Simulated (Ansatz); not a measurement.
# Is the response still linear at 0.4 V/Å? Pt(110), 7 layers

The dipole of a slab grows in proportion to a weak field along its normal. Does the weak-field slope carry to a strong field?

**Method.** Ansatz 0.2.0, plane waves with PAW datasets (its set soft_2), LDA; atoms held at bulk places, 18 Å of vacuum, dipole correction, cell area 10.87 Å², 14×18 k-points, smearing 0.1 eV. Without field the slab has no gap over 0.05 eV.

| run | field (V/Å) | dipole (e·Å) |
| --- | --- | --- |
| run 1 | −0.10 | −0.06689 |
| run 2 | −0.05 | −0.03344 |
| run 3 | 0.00 | 0.00000 |
| run 4 | 0.05 | 0.03344 |
| run 5 | 0.10 | 0.06689 |
| run 6 | 0.40 | ? |

**Question.** What value belongs in the row marked “?”, and how far can the other rows tell?

A least-squares line through the 5 rows shown has slope 0.668880 and intercept 0.000000; no row lies more than 0.00001 e·Å off it. A perfect conductor with that slope would be 180.95 × 0.66888 / 10.87 = 11.13 Å thick. At 0.40 it gives 0.668880 × 0.40 + 0.000000 = 0.26755 e·Å, beyond the rows fitted. Rounding and scatter of the rows alone allow about ±0.00002 e·Å there.

The run itself gives 0.26768 e·Å: a miss of +0.00013 e·Å. That is under 1 % of the induced dipole, so the response is still linear.

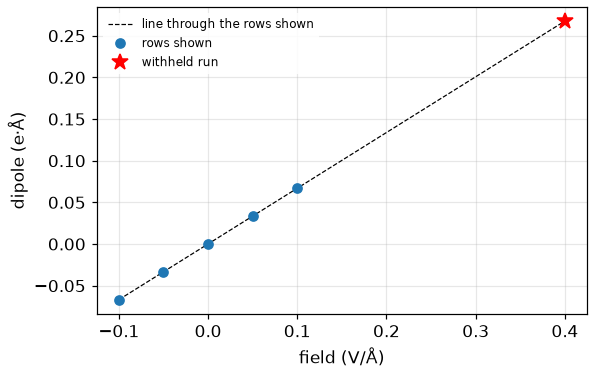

The fit and the withheld run.

**Limits.** Ions are held, so this is the electronic response. Of the series that stay linear within 1 %, this collection keeps about one in seven, and it keeps all that bend. Spin-orbit coupling is left out, which changes the bands of elements this heavy.
